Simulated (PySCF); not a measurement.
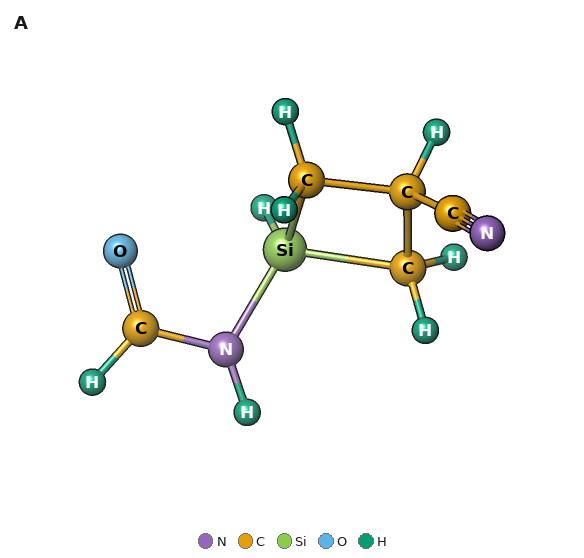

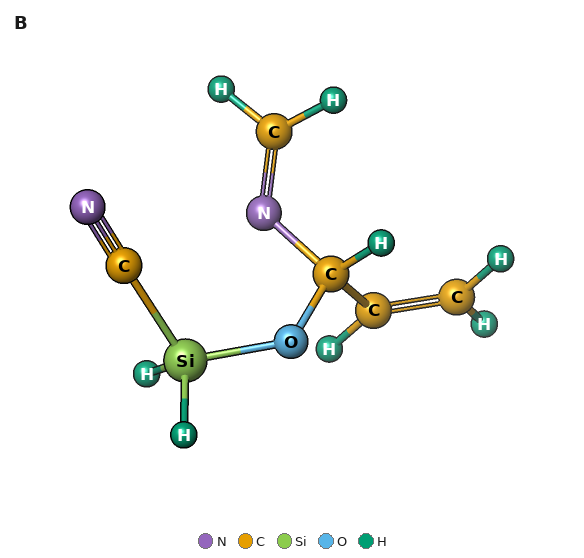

2 stationary structures of one formula. Geometries: GFN2-xTB. Electronic energies: PBE0/pcSseg-1 (PySCF 2.14.0), without zero-point energy. No frequency run is at hand to confirm each as a minimum. Each is one conformer, not always the lowest.

Which is lowest in energy, and by how much?

Answer. A is lowest; B lies 30.9 kcal/mol above it. A is `N#C[C@H]1C[Si@@H](NC=O)C1`, B is `C=C[C@@H](N=C)O[SiH2]C#N`.

The geometry is semi-empirical. Around Si such bond lengths and angles can be off by a tenth of an ångström or more and by several degrees, and values that hang on the shape move with them.
